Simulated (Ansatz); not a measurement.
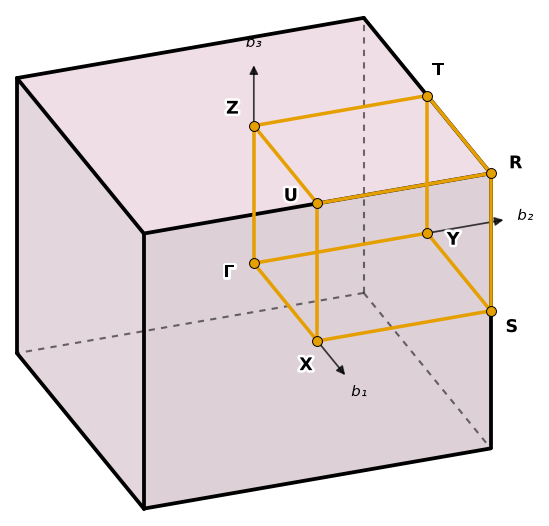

The figure shows the first Brillouin zone with its special points and a band path. Crystal: RuAu, the end point of a relaxation with DFT, PAW plane waves, pbe (Ansatz); the starting structure was generated, so it need not be a known form of this composition. The drawing is computed from the coordinates (standard cell, symmetry found to 0.002 Å).

Labels and path follow the convention of Hinuma et al. (2017), as computed by seekpath; the arrows show the directions of the reciprocal primitive vectors b₁, b₂, b₃.

**What lattice type do the shape and the labels point to?**

A primitive orthorhombic lattice (oP; extended symbol oP1). The zone is a parallelepiped in its combinatorial type: 6 faces (6 with 4 edges), 12 edges, 8 vertices.

**In which order does the conventional band path visit the special points?**

Γ–X–S–Y–Γ–Z–U–R–T–Z | X–U | Y–T | S–R
